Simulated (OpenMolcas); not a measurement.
**C2H5Si (SMILES C=C[SiH2]): levels of theory compared**

We compute a comparison of 5 runs (UHF/aug-cc-pVDZ, U-r2SCAN/aug-cc-pVDZ, UB3LYP/aug-cc-pVDZ, UPBE/aug-cc-pVDZ, UPBE0/aug-cc-pVDZ) of C2H5Si. 

The calculation is run with OpenMolcas 26.06.

### 1 The molecule

C2H5Si: 8 atoms, total charge 0, spin state doublet. SMILES: `C=C[SiH2]`. The C2–Si3 distance was set to 2.388 Å, away from the relaxed value.

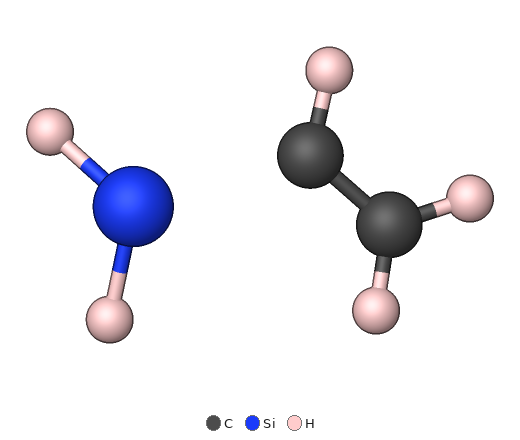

Viewed from a chosen angle; carbon dark grey, silicon blue, hydrogen pink.

### 2 A single-point energy at UHF/aug-cc-pVDZ (run 1)

The input, test.inp:

```
* C2H5Si Hartree-Fock

&GATEWAY
 BasLib=$CurrDir
 Coord
 8
 bohr
 C     -1.47747859     2.47353433    -1.93169127
 C     -1.38129153     1.37503654     0.34448384
 Si     1.67505324    -1.72626481     1.52614282
 H     -0.20229140     1.93439547    -3.44725162
 H     -2.83883729     3.94411920    -2.37350924
 H     -2.70221009     2.01811034     1.78558899
 H      2.89411556    -2.91792611    -0.70883627
 H      0.68030140    -3.63054183     3.33612250
 Basis=aug-cc-pVDZ
 Group=NoSym

&SEWARD

&SCF
 UHF
 Spin=2
 Thresholds=1e-10 1e-07 1e-07 1e-05
 PrOrbitals=1 1
```

The basis set aug-cc-pVDZ is read from a file made from the Basis Set Exchange's data (not shown).

Run with:

```
$ export MOLCAS_MEM=1860
$ pymolcas test.inp > test.log
```

Log:

```text
--- Start Module: gateway ---
[...]
--- Stop Module: gateway /rc=_RC_ALL_IS_WELL_ ---
--- Start Module: seward ---
[...]
      Basis functions          118
--- Stop Module: seward /rc=_RC_ALL_IS_WELL_ ---
[...]
--- Start Module: scf ---
[...]
       Convergence after  24 Iterations
[...]
::    Total SCF energy                               -367.4715199404
[...]
      Total spin, S                                     0.5372328656
[...]
      Total electronic charge=   31.000000
      Total            charge=   -0.000000
[...]
      Dipole Moment (debye):
      Origin of the operator (angstrom)=    0.0963   -0.0070    0.2063
                   X=  1.6441E-01               Y= -2.8043E-01               Z=  5.5384E-02           Total=  3.2975E-01
      Quadrupole Moment (debye*angstrom):
[...]
--- Stop Module: scf /rc=_RC_ALL_IS_WELL_ ---
[...]
```

Wall time 33 s (1 thread of Intel Xeon Platinum 8259CL at 2.50GHz (Skylake/Cascade Lake), shared host); peak memory 0.74 GiB.

### 3 A single-point energy at U-r2SCAN/aug-cc-pVDZ (run 2)

The input, calc.input:

```
* C2H5Si Kohn-Sham DFT
&GATEWAY
BasLib = $CurrDir
Coord
8
angstrom
C       -0.781848       1.308938      -1.022207
C       -0.730948       0.727638       0.182293
Si       0.886400      -0.913500       0.807600
H       -0.107048       1.023638      -1.824207
H       -1.502248       2.087138      -1.256007
H       -1.429948       1.067938       0.944893
H        1.531500      -1.544100      -0.375100
H        0.360000      -1.921200       1.765400
Basis = aug-cc-pVDZ
Group = NoSym
&SEWARD
GridInput
Grid=UltraFine
End of Grid
&SCF
UHF
Spin = 2
KSDFT = 2
1.0 MGGA_X_R2SCAN
1.0 MGGA_C_R2SCAN
Thresholds = 1e-10 1e-07 1e-07 1e-05
PrOrbitals = 1 2
```

The basis set aug-cc-pVDZ is read from a file made from the Basis Set Exchange's data (not shown).

Run with:

```
$ export MOLCAS_MEM=1860
$ pymolcas calc.input > calc.log
```

Log:

```text
--- Start Module: gateway ---
[...]
--- Stop Module: gateway /rc=_RC_ALL_IS_WELL_ ---
--- Start Module: seward ---
[...]
      Basis functions          118
--- Stop Module: seward /rc=_RC_ALL_IS_WELL_ ---
[...]
--- Start Module: scf ---
[...]
       Convergence after  20 Iterations
[...]
::    Total KS-DFT energy                            -368.5130053440
[...]
      Total spin, S                                     0.5030881326
[...]
      Total electronic charge=   31.000000
      Total            charge=   -0.000000
[...]
      Dipole Moment (debye):
      Origin of the operator (angstrom)=    0.0963   -0.0070    0.2063
                   X= -1.2445E-02               Y= -6.0042E-02               Z= -5.7647E-02           Total=  8.4161E-02
      Quadrupole Moment (debye*angstrom):
[...]
--- Stop Module: scf /rc=_RC_ALL_IS_WELL_ ---
[...]
```

Run time: 3.2 min. Hardware: 1 thread of Intel Xeon Platinum 8259CL at 2.50GHz (Skylake/Cascade Lake), shared host; peak memory 0.74 GiB.

Runs 3 to 4 aren't shown in full; the table further down has their settings and results.

### 4 A single-point energy at UPBE0/aug-cc-pVDZ (run 5)

The input, run.input:

```
&GATEWAY
 BasLib
 $CurrDir
 Coord
 8
 angstrom
 C       -0.781848       1.308938      -1.022207
 C       -0.730948       0.727638       0.182293
 Si       0.886400      -0.913500       0.807600
 H       -0.107048       1.023638      -1.824207
 H       -1.502248       2.087138      -1.256007
 H       -1.429948       1.067938       0.944893
 H        1.531500      -1.544100      -0.375100
 H        0.360000      -1.921200       1.765400
 Basis
 aug-cc-pVDZ
 Group
 NoSym

&SEWARD
 GridInput
 Grid=UltraFine
 End of Grid

&SCF
 UHF
 Spin
 2
 KSDFT
 PBE0
 Thresholds
 1e-10 1e-07 1e-07 1e-05
 PrOrbitals
 0
```

The basis set aug-cc-pVDZ is read from a file made from the Basis Set Exchange's data (not shown).

Run with:

```
$ export MOLCAS_MEM=1860
$ pymolcas run.input > run.log
```

Log:

```text
--- Start Module: gateway ---
[...]
--- Stop Module: gateway /rc=_RC_ALL_IS_WELL_ ---
--- Start Module: seward ---
[...]
      Basis functions          118
--- Stop Module: seward /rc=_RC_ALL_IS_WELL_ ---
[...]
--- Start Module: scf ---
[...]
       Convergence after  18 Iterations
[...]
::    Total KS-DFT energy                            -368.3670795384
[...]
      Total spin, S                                     0.5016694925
[...]
      Total electronic charge=   31.000000
      Total            charge=   -0.000000
[...]
      Dipole Moment (debye):
      Origin of the operator (angstrom)=    0.0963   -0.0070    0.2063
                   X=  1.6915E-02               Y= -1.2026E-01               Z= -4.1179E-02           Total=  1.2823E-01
      Quadrupole Moment (debye*angstrom):
[...]
--- Stop Module: scf /rc=_RC_ALL_IS_WELL_ ---
[...]
```

Run time: 2 min. Hardware: 1 thread of Intel Xeon Platinum 8259CL at 2.50GHz (Skylake/Cascade Lake), shared host; peak memory 0.74 GiB.

### 5 All runs side by side

| run | level | integration grid | energy (Eh) | dipole moment (D) | HOMO energy (eV) | LUMO energy (eV) | wall time |
| --- | --- | --- | --- | --- | --- | --- | --- |
| 1 | UHF/aug-cc-pVDZ | – | -367.471520 | 0.33 | -8.80 | 0.68 | 33 s |
| 2 | U-r2SCAN/aug-cc-pVDZ | UltraFine | -368.513005 | 0.08 | -5.46 | -3.07 | 3.2 min |
| 3 | UB3LYP/aug-cc-pVDZ | UltraFine | -368.616933 | 0.11 | -5.90 | -3.04 | 2.1 min |
| 4 | UPBE/aug-cc-pVDZ | UltraFine | -368.329837 | 0.10 | -5.12 | -3.54 | 1.9 min |
| 5 | UPBE0/aug-cc-pVDZ | UltraFine | -368.367080 | 0.13 | -6.18 | -2.64 | 2 min |

### 6 Summary of results

```
                                 quantity          value
                      run 5: total energy  -368.36708 Eh
                     run 5: dipole moment         0.13 D
run 5: HOMO energy (highest over α and β)       -6.18 eV
 run 5: LUMO energy (lowest over α and β)       -2.64 eV
                              run 5: ⟨S²⟩          0.753
```

The dipole moment (its size) runs from 0.08 D (U-r2SCAN/aug-cc-pVDZ) to 0.33 D (UHF/aug-cc-pVDZ). Totals of different functionals can't be ranked against each other. All runs together took 9.8 min, the longest 3.2 min.
